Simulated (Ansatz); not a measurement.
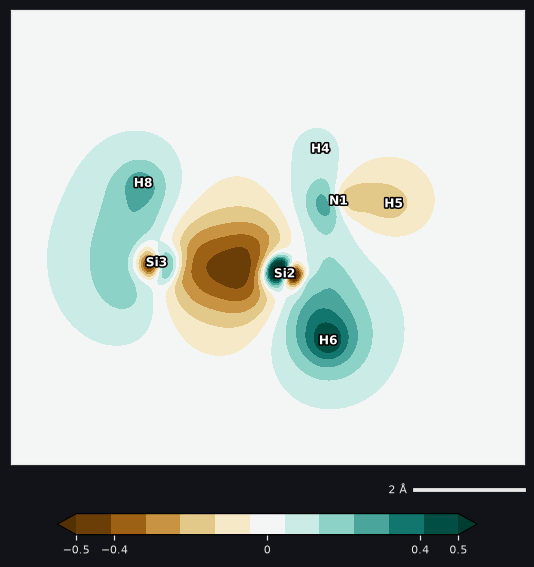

The picture shows: H$_{6}$NSi$_{2}$ (SMILES [NH2+]=[SiH][SiH3]) (charge +1). The HOMO on the plane of atoms Si2, N1 and H5 (values in Å⁻³ᐟ²; the overall sign is arbitrary).

Level of theory: RKS B3LYP/def2-SVP (Ansatz 0.2.0).

```csv
atom,x (Å),y (Å),z (Å)
N,-0.9074,0.9757,-1.3061
Si,0.1969,0.8215,-0.0656
Si,0.5599,-1.2595,1.0278
H,-1.4801,0.2105,-1.6643
H,-1.0882,1.8536,-1.7969
H,0.8581,2.1187,0.2088
H,1.9990,-1.5370,0.7970
H,-0.3633,-2.2034,0.3534
H,0.2250,-0.9801,2.4459
```

**Describe this orbital and give its energy.**

Its weight (Hirshfeld) is mainly on Si2 (about 40 %), Si3 (about 30 %) and H6 (about 15 %). Its energy is −14.05 eV.
